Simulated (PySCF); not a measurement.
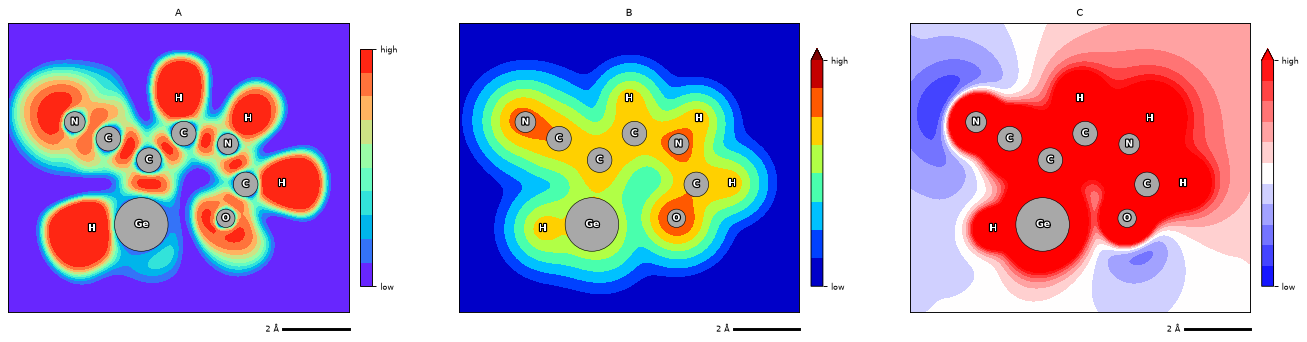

C4H6GeN2O (SMILES N#C/[C]([GeH3])=C/NC=O): 3 fields on the plane of atoms C5, N6 and C7, with unlabelled colour scales. Grey discs cover the atomic cores.

Geometry: GFN2-xTB.

The calculation used CAM-B3LYP/def2-SVPD, SCF density, gas phase in PySCF 2.14.0.

> Which field does each panel show? The fields are: electron density, electron localisation function and electrostatic potential.

Panel A: electron localisation function. Panel B: electron density. Panel C: electrostatic potential (strongly positive close to the atoms, with negative regions outside electron-rich atoms). From the grid: C–N (1.15 Å): ρ is about 3.6 e/Å³ halfway; the ELF peaks at about 0.85 between the atoms; a short, multiple covalent bond. C–O (1.20 Å): ρ is about 3.4 e/Å³ halfway; the ELF peaks at about 0.90 between the atoms; a short, multiple covalent bond.
